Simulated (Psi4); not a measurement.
**wB97X-D/def2-TZVPD (density fitting, sweep point 3) run of C3H5Cl (allyl chloride)**

What is the vertical ionisation energy of C3H5Cl (allyl chloride) at wB97X-D/def2-TZVPD (density fitting, sweep point 3)? 

Program for the calculation: Psi4 1.11.

4 further runs of the same task are left out: 4 set aside as unsound or not needed.

## (1) The structure to begin with

The species is C3H5Cl (9 atoms), meant as a singlet with charge 0. As SMILES, `C=CCCl`. The shape is that of a PBE0-D4/def2-TZVP optimisation. This is one conformer, not always the lowest.

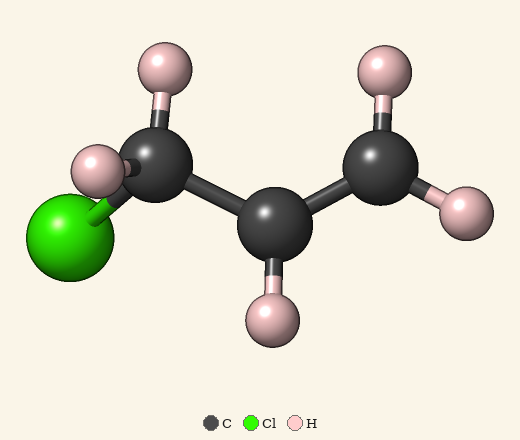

The structure, seen from a chosen angle (carbon dark grey, chlorine green, hydrogen pink).

## (2) A single-point energy at wB97X-D/def2-TZVPD (density fitting, sweep point 3)

input.in

```
memory 1.6 GB

molecule mol {
  0 1
  C     -0.55813061     2.48534890    -0.84603039
  C      0.69959551     0.32367229    -0.73366727
  C      0.15153714    -1.68470974     1.14226385
  Cl    -0.74226552    -4.57289156    -0.39544409
  H     -0.08360148     3.92881620    -2.21816053
  H     -2.10861310     2.88867315     0.43492047
  H      2.23067051    -0.05894056    -2.04715921
  H     -1.39903984    -1.16027294     2.38959648
  H      1.80986630    -2.14969575     2.27371847
  units bohr
  symmetry c1
}

set basis def2-TZVPD
set reference rks
set puream true
set scf_type df
set dft_radial_points 99
set dft_spherical_points 590
set d_convergence 0.0001
set e_convergence 0.0001

energy("wb97x-d")
print_variables()
```

The run is started by

```console
$ psi4 input.in input.out -n 1
```

input.out:

```text
[...]
  Running in c1 symmetry.
[...]
  Nuclear repulsion =  144.034804920934647
[...]
  Multiplicity = 1
[...]
  Nalpha       = 20
  Nbeta        = 20
[...]
    Number of basis functions: 202
[...]
   @DF-RKS iter   1:  -577.33575878848740   -3.93999e-01   3.05310e-03 DIIS/ADIIS
[...]
   @DF-RKS iter   6:  -577.51991092123251   -3.61477e-05   6.46630e-06 DIIS
[...]
    Orbital Energies [Eh]
    ---------------------
    Doubly Occupied:
       1A   -101.684617     2A    -10.350019     3A    -10.305392
       4A    -10.294230     5A     -9.570117     6A     -7.316609
       7A     -7.307893     8A     -7.307741     9A     -0.965689
      10A     -0.885446    11A     -0.774247    12A     -0.669220
      13A     -0.584458    14A     -0.544741    15A     -0.525235
      16A     -0.487468    17A     -0.458266    18A     -0.388493
      19A     -0.380917    20A     -0.360136
[...]
  @DF-RKS Final Energy:  -577.51991092123251
   => Energetics <=
    Nuclear Repulsion Energy =            144.0348049209346470
    One-Electron Energy =               -1078.2119440791102534
    Two-Electron Energy =                 389.6660043340438051
    DFT Exchange-Correlation Energy =     -33.0061650868385996
    Empirical Dispersion Energy =          -0.0026110102621863
    VV10 Nonlocal Energy =                  0.0000000000000000
    Total Energy =                       -577.5199109212325084
[...]
 Multipole Moments:
 ------------------------------------------------------------------------------------
     Multipole            Electronic (a.u.)      Nuclear  (a.u.)        Total (a.u.)
 ------------------------------------------------------------------------------------
 L = 1.  Multiply by 2.5417464519 to convert [e a0] to [Debye]
 Dipole X            :         -0.9554550            1.1598562            0.2044012
 Dipole Y            :         -6.9877002            7.6797477            0.6920475
 Dipole Z            :         -0.7773020            1.0837024            0.3064004
 Magnitude           :                                                    0.7839585
[...]
```

It took 35 s on 1 thread of Intel Xeon at 2.70GHz, shared host; peak memory 1.3 GiB.

## (3) The doublet cation at the same level

job.dat

```
memory 1600 MB

molecule molecule1 {
  1 2
  C     -0.55813061     2.48534890    -0.84603039
  C      0.69959551     0.32367229    -0.73366727
  C      0.15153714    -1.68470974     1.14226385
  Cl    -0.74226552    -4.57289156    -0.39544409
  H     -0.08360148     3.92881620    -2.21816053
  H     -2.10861310     2.88867315     0.43492047
  H      2.23067051    -0.05894056    -2.04715921
  H     -1.39903984    -1.16027294     2.38959648
  H      1.80986630    -2.14969575     2.27371847
  units au
  symmetry c1
}

set {
  basis def2-TZVPD
  reference uks
  puream true
  scf_type df
  dft_radial_points 99
  dft_spherical_points 590
  d_convergence 0.0001
  e_convergence 0.0001
  maxiter 100
}

energy_value, wavefunction = energy('wb97x-d', return_wfn=True)
print_variables()
```

The run is started by

```console
$ psi4 -n 1 job.dat job.out
```

job.out:

```text
[...]
  Running in c1 symmetry.
[...]
  Nuclear repulsion =  144.034804920934647
[...]
  Multiplicity = 2
[...]
  Nalpha       = 20
  Nbeta        = 19
[...]
    Number of basis functions: 202
[...]
   @DF-UKS iter   1:  -576.89807345534166    4.36864e-02   3.13787e-03 DIIS/ADIIS
[...]
   @DF-UKS iter  14:  -577.14588209944225   -4.79107e-05   1.81523e-05 DIIS
[...]
   @S^2 Observed:                7.572425782E-01
[...]
    Orbital Energies [Eh]
    ---------------------
    Alpha Occupied:
       1A   -101.905198     2A    -10.601928     3A    -10.595199
       4A    -10.567854     5A     -9.788466     6A     -7.536762
       7A     -7.527478     8A     -7.524505     9A     -1.209665
      10A     -1.149523    11A     -1.014538    12A     -0.919909
      13A     -0.837785    14A     -0.798570    15A     -0.756781
      16A     -0.716905    17A     -0.706227    18A     -0.654312
      19A     -0.596434    20A     -0.584749
    Alpha Virtual:
      21A     -0.216143    22A     -0.106667    23A     -0.079481
      24A     -0.073083    25A     -0.061045    26A     -0.034937
[...]
  @DF-UKS Final Energy:  -577.14588209944225
   => Energetics <=
    Nuclear Repulsion Energy =            144.0348049209346470
    One-Electron Energy =               -1068.6702409363483639
    Two-Electron Energy =                 380.3378797366440836
    DFT Exchange-Correlation Energy =     -32.8457148104104206
    Empirical Dispersion Energy =          -0.0026110102621863
    VV10 Nonlocal Energy =                  0.0000000000000000
    Total Energy =                       -577.1458820994422467
[...]
 Multipole Moments:
 ------------------------------------------------------------------------------------
     Multipole            Electronic (a.u.)      Nuclear  (a.u.)        Total (a.u.)
 ------------------------------------------------------------------------------------
 L = 1.  Multiply by 2.5417464519 to convert [e a0] to [Debye]
 Dipole X            :         -0.8102215            1.1598562            0.3496347
 Dipole Y            :         -5.2279706            7.6797477            2.4517771
 Dipole Z            :         -0.9986868            1.0837024            0.0850156
 Magnitude           :                                                    2.4780401
[...]
```

It took 1.9 min on 1 thread of Intel Xeon at 2.70GHz, shared host; peak memory 1.3 GiB.

## (4) Outcome

At wB97X-D/def2-TZVPD (density fitting, sweep point 3):

| quantity | value |
| --- | --- |
| singlet C3H5Cl: total energy | -577.51991 Eh |
| singlet C3H5Cl: dipole moment | 1.99 D |
| singlet C3H5Cl: HOMO energy | -9.80 eV |
| singlet C3H5Cl: LUMO energy | 1.24 eV |
| singlet C3H5Cl: HOMO–LUMO gap | 11.04 eV |
| singlet C3H5Cl: dispersion energy | -6.86 kJ/mol |
| doublet cation: total energy | -577.14588 Eh |
| doublet cation: HOMO energy (highest over α and β) | -15.79 eV |
| doublet cation: LUMO energy (lowest over α and β) | -10.51 eV |
| doublet cation: dispersion energy | -6.86 kJ/mol |
| doublet cation: ⟨S²⟩ | 0.757 |
| vertical ionisation energy (to the doublet cation) | 10.178 eV |

**Reading.** The vertical ionisation energy comes to 10.18 eV (235 kcal/mol). −ε(HOMO) before ionisation, 9.80 eV, is 0.38 eV below this ionisation energy.
